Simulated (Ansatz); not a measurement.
# Cl$_{3}$GeI: what the fields show

The calculation's input:

```
crystal:
  periodic: [false, false, false]
  atoms:
    - {symbol: Cl, position_ang: [-1.410505, -0.647900, 1.477157]}
    - {symbol: Cl, position_ang: [1.957225, -0.614250, 0.680582]}
    - {symbol: Cl, position_ang: [-0.401945, -1.135059, -1.797408]}
    - {symbol: Ge, position_ang: [0.012303, -0.061111, -0.000759]}
    - {symbol: I, position_ang: [-0.107177, 2.384620, -0.401071]}
basis:
  gaussian: {orbitals: def2-TZVPD}
hamiltonian: {xc: pbe0}
output: {forces: true, orbitals: {seedname: orbitals}}
```

Launched as:

```sh
ansatz run input.yaml --threads 2 --pin off --max-ram 5220MiB --events-out events.jsonl --progress --plain --runs-dir runs
```

Geometry: PBE0-D4/def2-SVP; core potentials replace the inner electrons of I.

Theory: isolated molecule in a Gaussian basis; Kohn-Sham density functional theory, functional PBE0 in Ansatz 0.2.0.

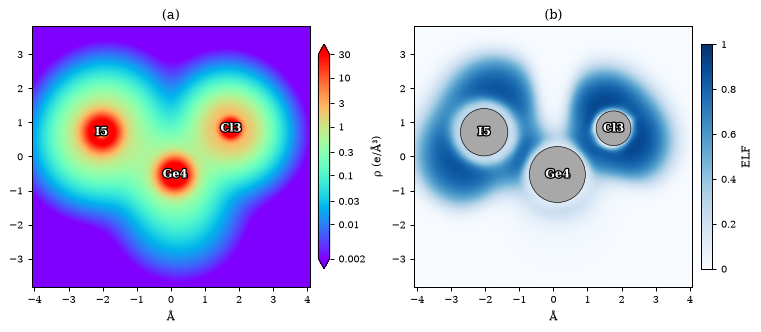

Figure 1. (a) electron density; (b) electron localisation function on the plane of atoms Cl3, Ge4 and I5. Grey discs cover the atomic cores in the ELF map.

### What does the map show?

Atoms in the plane: Cl, Ge and I.
Ge–Cl (2.13 Å): the density is about 0.82 e/Å³ at the midpoint; the ELF peaks at about 0.80 in the valence shell of Cl, 0.9 Å from its nucleus, and is about 0.70 at the midpoint.
Ge–I (2.48 Å): ρ is about 0.63 e/Å³ halfway; the ELF peaks at about 0.75 in the valence shell of I, 1.3 Å from its nucleus, and is about 0.75 at the midpoint.
The ELF also peaks beside I5 and Cl3, away from the bonds: lone-pair regions.

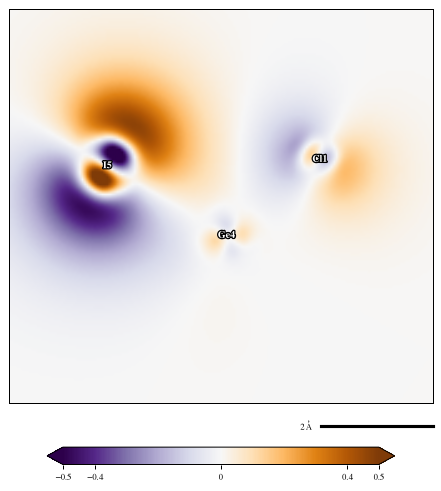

Figure 2. The HOMO on the plane of atoms Cl1, Ge4 and I5 (values in Å⁻³ᐟ²; the overall sign is arbitrary).

### Where does this orbital lie, and at what energy?

Its weight (Hirshfeld) is mainly on I5 (about 85 %); largely a lone pair of I5. It is one of a degenerate set, so its orientation is arbitrary. Its energy is −8.46 eV.
